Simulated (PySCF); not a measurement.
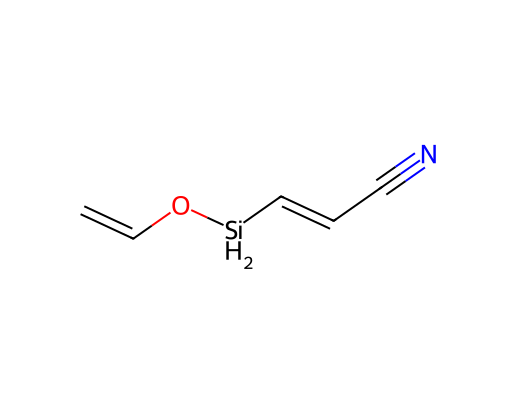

The computed structure is the end point of a GFN2-xTB optimisation. No frequency run is at hand to confirm it as a minimum. Properties computed with CAM-B3LYP/def2-SVPD, gas phase (PySCF 2.14.0). Excitations: vertical, linear response.

Question: Estimate the dipole moment.

Answer: 4.71 D.

Question: What is the LUMO energy (Kohn–Sham orbital)?

Answer: −0.87 eV.

Question: What is the lowest vertical singlet excitation?

Answer: 5.62 eV.

Question: What is the HOMO energy (Kohn–Sham orbital)?

Answer: −8.67 eV.

The geometry is semi-empirical. Around Si such bond lengths and angles can be off by a tenth of an ångström or more and by several degrees, and values that hang on the shape move with them.
